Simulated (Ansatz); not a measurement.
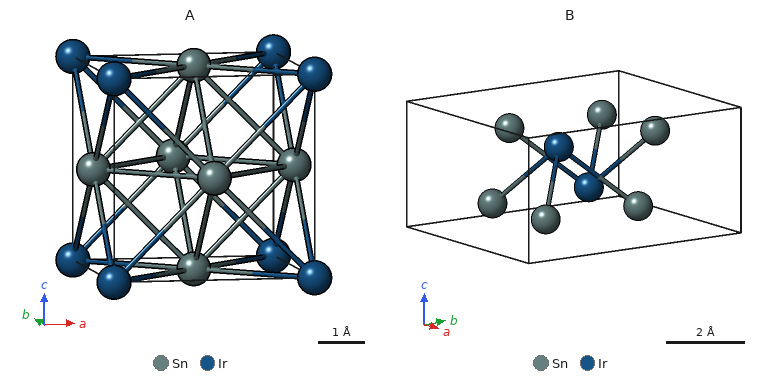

Two structures of Sn₃Ir, each relaxed to rest (conventional cells in solid outline, small ones repeated, not to one scale). Method: DFT PBE, scalar-relativistic, plane waves, PAW in Ansatz 0.2.0, without spin polarisation.

What are the two structures?

A: Cu₃Au (L1₂) type, Pm-3m. B: 8 atoms a cell on a primitive hexagonal lattice, P6_3/mmc.

A or B: which is lower in energy?

B is lower, by 313 meV/atom at this level of theory (energies at zero smearing). Volumes: A 22.3, B 26.4 Å³/atom.

One or both may be structure types tried for this composition rather than known phases.
